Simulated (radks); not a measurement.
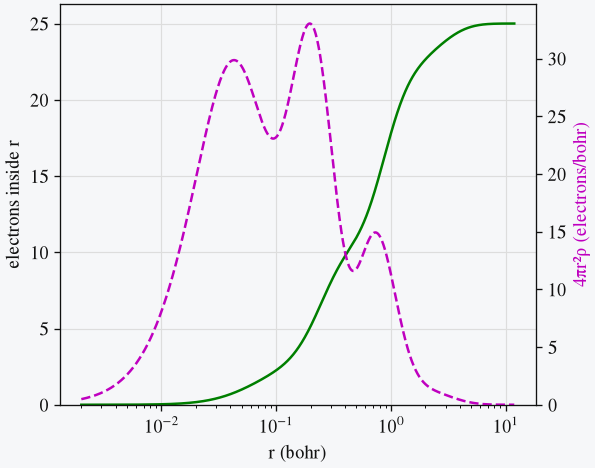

Atomic manganese (Mn) in the configuration [Ar] 3d5 4s2 (high spin). All numbers are computed, not measured: non-relativistic Kohn-Sham, exchange-only PBE, spin-polarised, spherical densities, point nucleus (the in-house radial solver radks).

The plot shows the number of electrons inside radius r (solid) and the radial density 4πr²ρ (dashed).

What does the plot show?

The count levels off at 25 electrons. Half of them lie within 0.621 bohr, 90 % within 1.92 bohr and 99 % within 4.85 bohr. The radial density has minima at 0.0942 and 0.470 bohr, where the count stands at 2.1 and 10.6; these part the shells that the density resolves.
